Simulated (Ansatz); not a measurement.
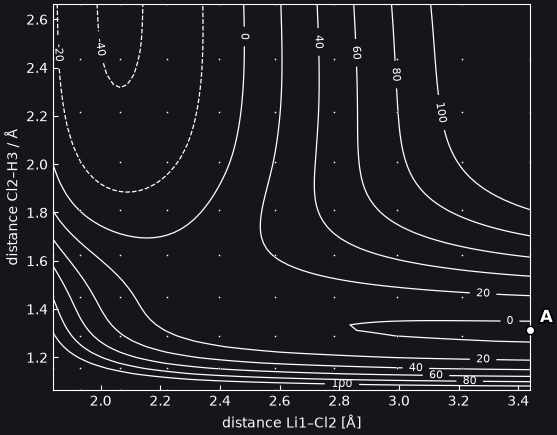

The system Li + ClH, spin multiplicity 2. 
- The first coordinate is: distance Li1–Cl2; the second: distance Cl2–H3.
- Nothing is relaxed (the angle Li1–Cl2–H3 is fixed at 180 degrees).
- The grid has 10 × 10 points.
- Points are written as (first, second).
- Energies: kJ/mol, counted from Li far from the relaxed ClH (each part in its own basis).
- These are results of UKS r2SCAN-D4/def2-SVPD (Ansatz), not measurements.

The picture shows contour lines labelled in kJ/mol (none above 100), dots at the grid points, the point A. Between grid points the surface is interpolated.

Find the lowest path from A to the other arm of the map, and its barrier.

The easiest path runs from the side where the first distance is long, (3.440 Å, 1.290 Å), to the side where the second distance is long, (2.066 Å, 2.664 Å). Its highest point, at about (2.32 Å, 1.53 Å), lies about 12 kJ/mol above the start and 51 kJ/mol above the end on the interpolated surface. An end on the edge of the scan is no minimum, so the barrier from there is a lower bound.

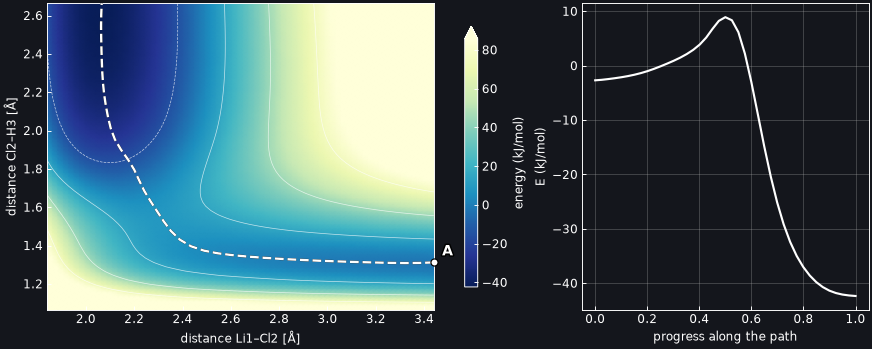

The picture shows a smooth colour map with a few white contour lines, a line along the lowest path, one colour for all values above the top of the scale, the energy along the path at the right. Between grid points the surface is interpolated.
